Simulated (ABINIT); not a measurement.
# KBaH3 (Pm-3m): third-order response, part 2 of 2

Which lines does KBaH3 (Pm-3m) show in Raman and infrared spectra?

ABINIT 10.8.3; DFT LDA, scalar-relativistic, plane waves, PseudoDojo norm-conserving pseudopotentials.

So far. Step 5 (Relaxation): The volume changes by -0.0 % in this run and stands -14.7 % from the first cell. The relaxed cell has a = 5.019 Å (conventional setting).

The structure was built from a prototype and need not be the compound's stable phase.

## Step 8: Zone-centre response

The derivative of the wavefunctions by k comes first, since the response to a field is built on it; then the field and the displacements that symmetry doesn't supply are solved at q = 0. By the 2n+1 theorem the first-order wavefunctions also give third derivatives: Raman tensors and the non-linear susceptibility.

It reads the wavefunctions written in step 6.

The input, dfpt_gamma.abi:

```
ndtset 3

# common to the responses
getwfk_filepath "gso_WFK"
kptopt 2
nqpt 1
qpt 0.0 0.0 0.0
asr 0
chneut 0

# d/dk
rfelfd1 2
rfdir1 1 1 1
iscf1 -3
tolwfr1 1.0d-20

# displacements, field
rfphon2 1
rfatpol2 1 5
rfdir2 1 1 1
rfelfd2 3
getddk2 1
tolvrs2 1.0d-10
prepanl2 1
prtden2 1

# third order
optdriver3 5
getden_filepath3 "gso_DEN"
get1den3 2
get1wf3 2
getddk3 1
d3e_pert1_elfd3 1
d3e_pert1_phon3 1
d3e_pert1_atpol3 1 5
d3e_pert1_dir3 1 1 1
d3e_pert2_elfd3 1
d3e_pert2_dir3 1 1 1
d3e_pert3_elfd3 1
d3e_pert3_dir3 1 1 1
usepead3 1
tolvrs3 1.0d-10

# basis, mesh and filling
ecut 32.0
ngkpt 4 4 4
nshiftk 1
shiftk 0.5 0.5 0.5
istwfk *1
occopt 1
nband 11
nstep 100
diemac 9.0
prtebands 0
prtgsr 0

# cell and atoms
acell 3*1.0 Angstrom
rprim 
    5.018976716 0.0 0.0
    0.0 5.018976716 0.0
    0.0 0.0 5.018976716
ntypat 3
znucl 19 56 1
natom 5
typat 1 2 3 3 3
xred 
    0.0 0.0 0.0
    0.5 0.5 0.5
    0.5 0.5 0.0
    0.5 0.0 0.5
    0.0 0.5 0.5
pp_dirpath "./pseudo"
pseudos "K.upf, Ba.upf, H.upf"
```

Command:

```
> OMP_NUM_THREADS=1 mpirun -n 4 abinit dfpt_gamma.abi > dfpt_gamma.log
```

Numbers of over 12 decimals in the logs are rounded to 6 here.

dfpt_gamma.abo, the main output file:

```text
[banners, grids, parts of the stress and lines that vanish by symmetry left out]
- input  file    -> dfpt_gamma.abi
- output file    -> dfpt_gamma.abo
- root for input  files -> dfpt_gammai
[...]
DATASET    1 : space group Pm -3 m (#221); Bravais cP (primitive cubic)
[...]
nfft =      125000          nkpt =          32
[...]
DATASET    2 : space group Pm -3 m (#221); Bravais cP (primitive cubic)
[...]
nfft =      125000          nkpt =          32
[...]
DATASET    3 : space group Pm -3 m (#221); Bravais cP (primitive cubic)
[...]
mpw =        7393          nfft =      125000          nkpt =          32
[...]
== DATASET  1 ==================================================================
[...]
cutoff_energies: {ecut:  32.0, pawecutdg:  -1.0, }
[...]
-  1.00000   1.00000  180309                  znucl, zion, pspdat
[...]
Perturbation : derivative vs k along direction   1
[...]
-ETOT  1  -9.726487     -9.726E+00 1.767E-02 0.000E+00
 ETOT  2  -9.748530     -2.204E-02 3.588E-04 0.000E+00
 ETOT  3  -9.748849     -3.185E-04 1.317E-05 0.000E+00
 ETOT  4  -9.748856     -7.377E-06 3.448E-07 0.000E+00
 ETOT  5  -9.748856     -2.340E-07 2.619E-08 0.000E+00
[...]
At SCF step   15   max residual=  9.96E-21 < tolwfr=  1.00E-20 =>converged.
[...]
Perturbation : derivative vs k along direction   2
[...]
-ETOT  1  -9.726090     -9.726E+00 1.767E-02 0.000E+00
[...]
At SCF step   15   max residual=  9.96E-21 < tolwfr=  1.00E-20 =>converged.
[...]
Perturbation : derivative vs k along direction   3
[...]
-ETOT  1  -9.726487     -9.726E+00 1.767E-02 0.000E+00
[...]
At SCF step   15   max residual=  9.96E-21 < tolwfr=  1.00E-20 =>converged.
[...]
1        1       1.0882559485   -0.0000000000
     1        2       0.0000000000    0.0000000000
     1        3       0.0000000000    0.0000000000
     2        1       0.0000000000    0.0000000000
     2        2       1.0882559484    0.0000000000
     2        3       0.0000000000    0.0000000000
     3        1       0.0000000000    0.0000000000
     3        2       0.0000000000    0.0000000000
     3        3       1.0882559484   -0.0000000000
[...]
== DATASET  2 ==================================================================
[...]
cutoff_energies: {ecut:  32.0, pawecutdg:  -1.0, }
[...]
Perturbation : displacement of atom   1   along direction   1
[...]
-ETOT  1   4.017249     -2.970E+03 8.774E+00 2.672E+02
[...]
At SCF step   12       vres2   =  3.48E-11 < tolvrs=  1.00E-10 =>converged.
[...]
Perturbation : displacement of atom   2   along direction   1
[...]
-ETOT  1   5.020891     -1.204E+03 2.789E+00 6.489E+02
[...]
At SCF step   11       vres2   =  1.81E-11 < tolvrs=  1.00E-10 =>converged.
[...]
Perturbation : displacement of atom   3   along direction   1
[...]
-ETOT  1  0.285032     -8.767E+01 1.502E-01 3.217E+03
[...]
At SCF step   11       vres2   =  1.54E-11 < tolvrs=  1.00E-10 =>converged.
[...]
Perturbation : displacement of atom   3   along direction   3
[...]
-ETOT  1   4.493265     -8.817E+01 1.506E-01 2.103E+03
[...]
At SCF step   11       vres2   =  4.82E-12 < tolvrs=  1.00E-10 =>converged.
[...]
Perturbation : homogeneous electric field along direction   1
[...]
-ETOT  1  -67.964235272262     -6.796E+01 9.133E-01 2.324E+04
[...]
At SCF step   11       vres2   =  4.26E-11 < tolvrs=  1.00E-10 =>converged.
[...]
Perturbation : homogeneous electric field along direction   2
[...]
-ETOT  1  -67.951453113516     -6.795E+01 9.133E-01 2.326E+04
[...]
At SCF step   11       vres2   =  3.99E-11 < tolvrs=  1.00E-10 =>converged.
[...]
Perturbation : homogeneous electric field along direction   3
[...]
-ETOT  1  -67.964234456920     -6.796E+01 9.133E-01 2.324E+04
[...]
ETOT 10  -74.058659249536     -6.297E-11 3.923E-13 2.781E-09
 ETOT 11  -74.058659249539     -2.757E-12 1.277E-14 4.257E-11
 At SCF step   11       vres2   =  4.26E-11 < tolvrs=  1.00E-10 =>converged.
[...]
Dielectric tensor, in cartesian coordinates,
[...]
1    7   1    7         3.4854894486        -0.0000000000
   1    7   2    7        -0.0000000000        -0.0000000000
   1    7   3    7        -0.0000000000        -0.0000000000
   2    7   1    7        -0.0000000000        -0.0000000000
   2    7   2    7         3.4854894486        -0.0000000000
   2    7   3    7        -0.0000000000        -0.0000000000
   3    7   1    7        -0.0000000000        -0.0000000000
   3    7   2    7        -0.0000000000        -0.0000000000
   3    7   3    7         3.4854894486        -0.0000000000
  Effective charges, in cartesian coordinates,
[...]
1    1   1    7         1.2586030164         0.0000000000
   2    1   1    7         0.0000000000         0.0000000000
   3    1   1    7         0.0000000000         0.0000000000
   1    2   1    7         1.9233398576         0.0000000000
   2    2   1    7         0.0000000000         0.0000000000
[...]
Effective charges, in cartesian coordinates,
[...]
2    7   1    5         0.0000000000         0.0000000000
   3    7   1    5         0.0000000000         0.0000000000
   1    7   2    5         0.0000000000         0.0000000000
   2    7   2    5        -1.0008787258         0.0000000000
   3    7   2    5         0.0000000000         0.0000000000
   1    7   3    5         0.0000000000         0.0000000000
   2    7   3    5         0.0000000000         0.0000000000
   3    7   3    5        -1.0008787258         0.0000000000
  Phonon wavevector (reduced coordinates) :  0.00000  0.00000  0.00000
 Phonon energies in Hartree :
[...]
Phonon frequencies in cm-1    :
- -4.107084E+02 -4.107084E+02 -4.107084E+02 -3.268318E+02 -3.268318E+02
- -3.268318E+02  4.506525E-01  4.506528E-01  4.506535E-01  9.460025E+01
-  9.460025E+01  9.460025E+01  1.085825E+03  1.085825E+03  1.085825E+03
  Phonon at Gamma, with non-analyticity in the
[...]
Phonon energies in Hartree :
[...]
Phonon frequencies in cm-1    :
- -4.107084E+02 -4.107084E+02 -4.107084E+02 -3.268318E+02 -3.268318E+02
- -1.200751E+00  4.506525E-01  4.506528E-01  6.124942E+01  9.460025E+01
-  9.460025E+01  3.256172E+02  1.085825E+03  1.085825E+03  1.160201E+03
  Phonon at Gamma, with non-analyticity in the
[...]
Phonon energies in Hartree :
[...]
Phonon frequencies in cm-1    :
- -4.107084E+02 -4.107084E+02 -4.107084E+02 -3.268318E+02 -3.268318E+02
- -1.200751E+00  4.506525E-01  4.506535E-01  6.124942E+01  9.460025E+01
-  9.460025E+01  3.256172E+02  1.085825E+03  1.085825E+03  1.160201E+03
  Phonon at Gamma, with non-analyticity in the
[...]
Phonon energies in Hartree :
[...]
Phonon frequencies in cm-1    :
- -4.107084E+02 -4.107084E+02 -4.107084E+02 -3.268318E+02 -3.268318E+02
- -1.200751E+00  4.506528E-01  4.506535E-01  6.124942E+01  9.460025E+01
-  9.460025E+01  3.256172E+02  1.085825E+03  1.085825E+03  1.160201E+03
[...]
== DATASET  3 ==================================================================
[...]
cutoff_energies: {ecut:  32.0, pawecutdg:  -1.0, }
[...]
1          1       -0.000000000       -0.000000000       -0.000000000
[...]
1          2       -0.000000000       -0.000000000       -0.000000000
[...]
1          3       -0.000000000       -0.000000000       -0.000000000
[...]
2          1       -0.000000000       -0.000000000       -0.000000000
[...]
2          2       -0.000000000       -0.000000000       -0.000000000
[...]
2          3       -0.000000000       -0.000000000       -0.000000000
[...]
3          1       -0.000000000       -0.000000000       -0.000000000
[...]
3          2       -0.000000000       -0.000000000       -0.000000000
[...]
3          3       -0.000000000       -0.000000000       -0.000000000
[...]
4          1       -0.000000000       -0.000000000       -0.000000000
[...]
4          2       -0.000000000       -0.000000000       -0.000000000
[...]
4          3       -0.000000000       -0.000000000       -0.000000000
[...]
5          1       -0.000000000       -0.000000000       -0.000000000
[...]
5          2       -0.000000000       -0.000000000       -0.000000000
[...]
5          3       -0.000000000       -0.000000000       -0.000000000
[...]
strten2     0.0000000000E+00  0.0000000000E+00  0.0000000000E+00
           strten3     0.0000000000E+00  0.0000000000E+00  0.0000000000E+00
================================================================================
```

The job ended after 4.2 min (4 MPI ranks of Arm Neoverse V1, shared host; 17 min of CPU time).

Read from the output:

```
miss of the charge sum rule                                       : 0.03532 e
largest acoustic frequency at the zone centre before the sum rule : 0.45 cm⁻¹
highest optical zone-centre mode (no LO-TO term)                  : 1086 cm⁻¹
lowest optical zone-centre mode                                   : -410.7 cm⁻¹
mean high-frequency dielectric constant                           : 3.486
largest Born charge in size (third of the trace)                  : 1.923 e
```

Born charge (rows field, columns displacement), before the sum rule (e), principal values of the symmetric part by kind of site:

| atom | atoms with these values | low | middle | high | mean |
| --- | --- | --- | --- | --- | --- |
| K1 | 1 | 1.26 | 1.26 | 1.26 | 1.26 |
| Ba2 | 1 | 1.92 | 1.92 | 1.92 | 1.92 |
| H3 | 3 | -1.14 | -1.00 | -1.00 | -1.05 |

In full for H3:

```
-1.00  0.00  0.00
 0.00 -1.00  0.00
 0.00  0.00 -1.14
```

High-frequency dielectric tensor:

```
3.49 0.00 0.00
0.00 3.49 0.00
0.00 0.00 3.49
```

The acoustic modes at Γ come out as far as 0.5 cm⁻¹ from zero, where they should vanish, a small numerical error; the Born charges miss their sum rule by 0.035 e, which is fair. The lowest optical mode is imaginary, 411i cm⁻¹, an instability at this level and on this k mesh.

## Step 9: Modes with the sum rule

anaddb reads the merged derivatives, imposes the acoustic sum rule and charge neutrality, and adds the LO-TO term along chosen directions.

The input, anaddb.abi:

```
ddb_filepath "gamma_DDB"
output_file "anaddb.abo"
outdata_prefix "anaddb"
asr 1
chneut 1
enunit 2
eivec 1
nph1l 1
qph1l 0.0 0.0 0.0 1.0
dieflag 2
nph2l 3
qph2l 
    1.0 0.0 0.0 0.0
    0.0 0.0 1.0 0.0
    1.0 1.0 1.0 0.0
nlflag 1
ramansr 1
alphon 1
prtmbm 1
```

The input, mrgddb.in:

```
gamma_DDB
merged
3
dfpt_gammao_DS2_DDB
dfpt_gammao_DS3_DDB
gso_DDB
```

Command:

```
> mrgddb < mrgddb.in > mrgddb.log
> OMP_NUM_THREADS=1 anaddb anaddb.abi > anaddb.log
```

anaddb.abo, the main output file:

```text
[banners, grids, parts of the stress and lines that vanish by symmetry left out]
-outvars_anaddb: echo values of input variables ----------------------

 Flags :
[...]
Dielectric Tensor and Effective Charges
[...]
Effective charge tensors after
[...]
1          1       -0.000000000       -0.000000000       -0.000000000
[...]
1          2       -0.000000000       -0.000000000       -0.000000000
[...]
1          3       -0.000000000       -0.000000000       -0.000000000
[...]
2          1       -0.000000000       -0.000000000       -0.000000000
[...]
2          2       -0.000000000       -0.000000000       -0.000000000
[...]
2          3       -0.000000000       -0.000000000       -0.000000000
[...]
3          1       -0.000000000       -0.000000000       -0.000000000
[...]
3          2       -0.000000000       -0.000000000       -0.000000000
[...]
3          3       -0.000000000       -0.000000000       -0.000000000
[...]
4          1       -0.000000000       -0.000000000       -0.000000000
[...]
4          2       -0.000000000       -0.000000000       -0.000000000
[...]
4          3       -0.000000000       -0.000000000       -0.000000000
[...]
5          1       -0.000000000       -0.000000000       -0.000000000
[...]
5          2       -0.000000000       -0.000000000       -0.000000000
[...]
5          3       -0.000000000       -0.000000000       -0.000000000
[...]
Phonon wavevector (reduced coordinates) :  0.00000  0.00000  0.00000
 Phonon energies in Hartree :
[...]
Phonon energies in meV     :
- -5.092135E+01 -5.092135E+01 -5.092135E+01 -4.052199E+01 -4.052199E+01
- -4.052199E+01  0.000000E+00  0.000000E+00  0.000000E+00  1.172854E+01
-  1.172854E+01  1.172854E+01  1.346251E+02  1.346251E+02  1.346251E+02
 Phonon frequencies in cm-1    :
- -4.107084E+02 -4.107084E+02 -4.107084E+02 -3.268319E+02 -3.268319E+02
- -3.268319E+02  0.000000E+00  0.000000E+00  0.000000E+00  9.459708E+01
-  9.459708E+01  9.459708E+01  1.085825E+03  1.085825E+03  1.085825E+03
 Phonon frequencies in Thz     :
- -1.231273E+01 -1.231273E+01 -1.231273E+01 -9.798173E+00 -9.798173E+00
- -9.798173E+00  0.000000E+00  0.000000E+00  0.000000E+00  2.835949E+00
-  2.835949E+00  2.835949E+00  3.255221E+01  3.255221E+01  3.255221E+01
 Phonon energies in Kelvin  :
- -5.909178E+02 -5.909178E+02 -5.909178E+02 -4.702381E+02 -4.702381E+02
- -4.702381E+02  0.000000E+00  0.000000E+00  0.000000E+00  1.361041E+02
-  1.361041E+02  1.361041E+02  1.562260E+03  1.562260E+03  1.562260E+03
[...]
-  1  0.00000000E+00  0.00000000E+00  0.00000000E+00
-     0.00000000E+00  0.00000000E+00  0.00000000E+00
-  2  0.00000000E+00  0.00000000E+00  0.00000000E+00
-     0.00000000E+00  0.00000000E+00  0.00000000E+00
-  3  0.00000000E+00  3.20753965E-06  0.00000000E+00
-     0.00000000E+00  0.00000000E+00  0.00000000E+00
-  4  0.00000000E+00  0.00000000E+00  1.64963401E-02
-     0.00000000E+00  0.00000000E+00  0.00000000E+00
-  5  0.00000000E+00 -3.20753965E-06 -1.64963401E-02
-     0.00000000E+00  0.00000000E+00  0.00000000E+00
[...]
-  1  0.00000000E+00  0.00000000E+00  0.00000000E+00
-     0.00000000E+00  0.00000000E+00  0.00000000E+00
-  2  0.00000000E+00  0.00000000E+00  0.00000000E+00
-     0.00000000E+00  0.00000000E+00  0.00000000E+00
-  3  6.43842856E-07 -1.64963401E-02  0.00000000E+00
-     0.00000000E+00  0.00000000E+00  0.00000000E+00
-  4 -6.43842856E-07  0.00000000E+00  3.20753965E-06
-     0.00000000E+00  0.00000000E+00  0.00000000E+00
-  5  0.00000000E+00  1.64963401E-02 -3.20753965E-06
-     0.00000000E+00  0.00000000E+00  0.00000000E+00
[...]
-  1  0.00000000E+00  0.00000000E+00  0.00000000E+00
-     0.00000000E+00  0.00000000E+00  0.00000000E+00
-  2  0.00000000E+00  0.00000000E+00  0.00000000E+00
-     0.00000000E+00  0.00000000E+00  0.00000000E+00
-  3  1.64963404E-02  6.43842859E-07  0.00000000E+00
-     0.00000000E+00  0.00000000E+00  0.00000000E+00
-  4 -1.64963404E-02  0.00000000E+00  0.00000000E+00
-     0.00000000E+00  0.00000000E+00  0.00000000E+00
[...]
-  4  3.59565579E-04  1.69936859E-07  0.00000000E+00
[...]
-  5 -2.32484287E-02  0.00000000E+00  0.00000000E+00
[...]
-         0.000000000       0.000000000       0.000000000
-         0.000000000       0.000000000       0.000000000
-         0.000000000       0.000000000       0.000000000
[...]
-         0.000000000       0.000000000       0.000000000
-         0.000000000       0.000000000       0.000000000
-         0.000000000       0.000000000       0.000000000
[...]
Phonon at Gamma, with non-analyticity in the
[...]
Phonon energies in Hartree :
[...]
Phonon energies in meV     :
- -5.092135E+01 -5.092135E+01 -5.092135E+01 -4.052199E+01 -4.052199E+01
-  0.000000E+00  0.000000E+00  0.000000E+00  7.593207E+00  1.172854E+01
-  1.172854E+01  4.083724E+01  1.346251E+02  1.346251E+02  1.439751E+02
 Phonon frequencies in cm-1    :
- -4.107084E+02 -4.107084E+02 -4.107084E+02 -3.268319E+02 -3.268319E+02
[...]
Phonon frequencies in Thz     :
[...]
Phonon energies in Kelvin  :
[...]
-  1  0.00000000E+00  0.00000000E+00  0.00000000E+00
[...]
-  2  0.00000000E+00  0.00000000E+00  0.00000000E+00
[...]
-  3  0.00000000E+00  1.63136820E-06  0.00000000E+00
[...]
-  4  0.00000000E+00  0.00000000E+00 -1.64963404E-02
[...]
Phonon at Gamma, with non-analyticity in the
[...]
Phonon energies in Hartree :
[...]
Phonon energies in meV     :
[...]
Phonon frequencies in cm-1    :
[...]
Phonon frequencies in Thz     :
[...]
Phonon energies in Kelvin  :
[...]
Phonon at Gamma, with non-analyticity in the
[...]
Phonon energies in Hartree :
[...]
Phonon energies in meV     :
[...]
Phonon frequencies in cm-1    :
[...]
Phonon frequencies in Thz     :
[...]
Phonon energies in Kelvin  :
[...]
-  0.000000E+00  0.000000E+00  0.000000E+00  8.811551E+01  1.361041E+02
-  1.361041E+02  4.738965E+02  1.562260E+03  1.562260E+03  1.670762E+03
[...]
-  4  2.86274930E-04  1.29001973E-02 -8.67574926E-05
[...]
-  5 -1.85096758E-02 -1.99517438E-04 -8.67574926E-05
[...]
-         0.000000000       0.000000000       0.000000000
-         0.000000000       0.000000000       0.000000000
[...]
Spherical averages : G0=     0.000000000    G1=     0.000000000    G2=     0.000000000

-
```

Wall time 1.5 s (1 thread).

Numbers from this step:

* highest mode moved by the LO-TO term: 1161 cm⁻¹

No LO-TO term; unit eigenvectors of the mass-weighted matrix, from anaddb's displacements. The modes at Γ (shares of kinetic energy by element, %) (negative means imaginary):

| mode | frequency (cm⁻¹) | symmetry | K % | Ba % | H % |
| --- | --- | --- | --- | --- | --- |
| 1 | -410.7 | T2u | 0 | 0 | 100 |
| 2 | -410.7 | T2u | 0 | 0 | 100 |
| 3 | -410.7 | T2u | 0 | 0 | 100 |
| 4 | -326.8 | T1u | 7 | 0 | 93 |
| 5 | -326.8 | T1u | 7 | 0 | 93 |
| 6 | -326.8 | T1u | 7 | 0 | 93 |
| 7 | 0.0 | acoustic | 22 | 77 | 2 |
| 8 | 0.0 | acoustic | 22 | 77 | 2 |
| 9 | 0.0 | acoustic | 22 | 77 | 2 |
| 10 | 94.6 | T1u | 71 | 23 | 6 |
| 11 | 94.6 | T1u | 71 | 23 | 6 |
| 12 | 94.6 | T1u | 71 | 23 | 6 |
| 13 | 1085.8 | T1u | 0 | 1 | 99 |
| 14 | 1085.8 | T1u | 0 | 1 | 99 |
| 15 | 1085.8 | T1u | 0 | 1 | 99 |

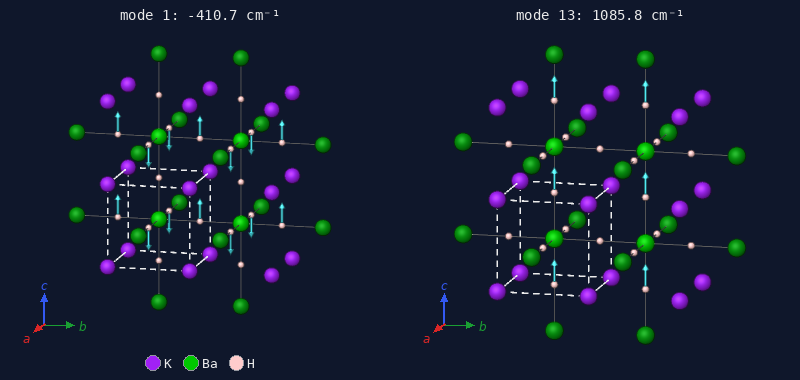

Displacement patterns of modes 1 and 13 at Γ; arrows are exaggerated. 1×2×2 cells are drawn. Some periodic images of atoms are drawn too.

With imaginary modes the relaxed-ion tensors have no meaning and are not tabulated.

The rule moves no optical mode by more than 0.1 cm⁻¹.

## Step 10: Summary of results

| Property | Result |
| --- | --- |
| space group after relaxation | Pm-3m |
| volume per atom | 25.3 Å³ |
| highest optical zone-centre mode (no LO-TO term) | 1086 cm⁻¹ |
| lowest optical zone-centre mode | -410.7 cm⁻¹ |
| highest mode moved by the LO-TO term | 1161 cm⁻¹ |
| mean high-frequency dielectric constant | 3.49 |
| largest Born charge in size (third of the trace) | 1.92 e |
| imaginary optical modes at the zone centre (no q mesh in this session) | yes |

In words: No mode is Raman active in this structure. At the LDA level the optical modes of KBaH3 (Pm-3m) at the zone centre (no LO-TO term) run from 411i to 1086 cm⁻¹, so the structure is a saddle point, with 6 modes beyond 10i cm⁻¹ there. Along the directions run, the highest mode that the macroscopic field moves lies at 1161 cm⁻¹. These are harmonic frequencies at zero temperature: anharmonic shifts and linewidths and thermal expansion are left out. Spin-orbit coupling is left out, which can matter for the heavy elements here. The structure is a hypothetical one, built on a prototype.

[Host names and launcher messages were left out of these logs when they were recorded.]

[Logs are printed without paths, hosts, clocks, repeated set-up lines and the standing remarks that a program may print on its own settings, such as how far it seeks lower states.]

[Hosts, paths, dates, database ids (printed as entryN), source tags and the programs' standing remarks are cut or masked in the printed files.]
